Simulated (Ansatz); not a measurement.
System: MoSi2N4/MoSi2N4 (MoSi2N4 type multilayer).

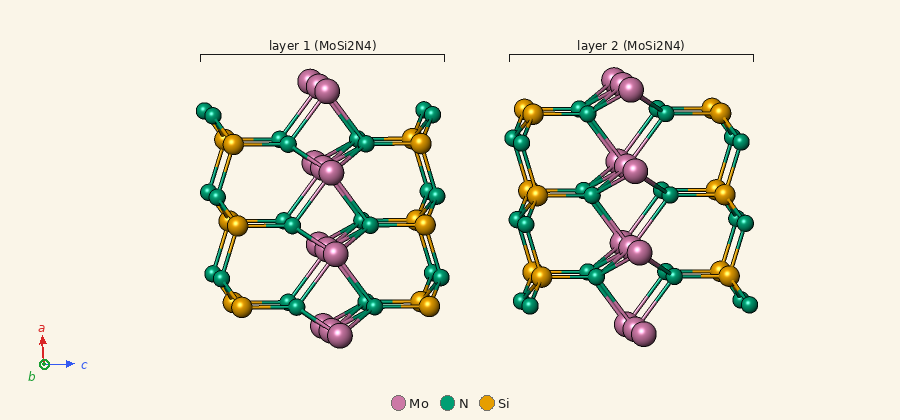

The structure (molybdenum pink, nitrogen teal, silicon orange). Bonds to atoms that aren't drawn are left out. 3×2×1 cells are drawn. Some periodic images of atoms are drawn too.

The cell holds 14 atoms: 2 Mo, 8 N and 4 Si. Its edges and angles: a = 2.879 Å, b = 2.879 Å, c = 56.400 Å, α = 90.0°, β = 90.0°, γ = 120.0°. Regions: layer 1 (MoSi2N4), 7 atoms (1 Mo, 4 N and 2 Si); layer 2 (MoSi2N4), 7 atoms (1 Mo, 4 N and 2 Si). Vacuum lies along c.

```xyz
14
Lattice="2.8792 0.0000 0.0000 -1.4396 2.4934 0.0000 0.0000 0.0000 56.4000" Properties=species:S:1:pos:R:3
Mo    0.0000    0.0000   23.3914
N     0.0000    1.6623   24.6239
N     0.0000    1.6623   22.1578
Si    0.0000    1.6623   26.3574
Si    0.0000    1.6623   20.4226
N     1.4396    0.8311   26.8581
N     1.4396    0.8311   19.9114
Mo    0.0000    0.0000   33.0086
N     1.4396    0.8311   34.2422
N     1.4396    0.8311   31.7761
Si    1.4396    0.8311   35.9774
Si    1.4396    0.8311   30.0426
N     0.0000    1.6623   36.4886
N     0.0000    1.6623   29.5419
```

The structure was relaxed with PBEsol-D3(BJ). At the settings of the band run the largest force is still 0.09 eV/Å. The runs that relaxed it are not among those shown. PAW set soft_2, made with PBE.

Gaps computed with Ansatz 0.2.0 without a self-energy: PBEsol 1.68 eV.

Question: Estimate the G0W0@PBEsol gap with 6×6×1 mesh, 277 empty bands, screening to 45 eV, default PAW files.

About 2.47 eV: on its mesh the run moves the gap from 1.68 eV by +0.79 eV. Bands and cutoff are finite, so the gap is not at the basis limit. The miss can reach some tenths of an eV and take either sign; the mesh is an error of its own. The mesh in the plane is coarse for a sheet; gap and any exciton binding can still move on denser ones. The many-body steps are scalar-relativistic: spin-orbit coupling is not in them.

[Paths, hosts, dates, memory and timing lines, banners, echoed tables and standing remarks are left out of the program output.]

[Logs are printed without paths, hosts, clocks, repeated set-up lines and the standing remarks that a program may print on its own settings, such as how far it seeks lower states.]

[Runs of the session that timed out or met a known fault of the program may be left out.]

[Cells called generated may have been cut or substituted from an entry of the Crystallography Open Database or the Materials Project.]

[Hosts, paths, dates, database ids (printed as entryN), source tags and the programs' standing remarks are cut or masked in the printed files.]
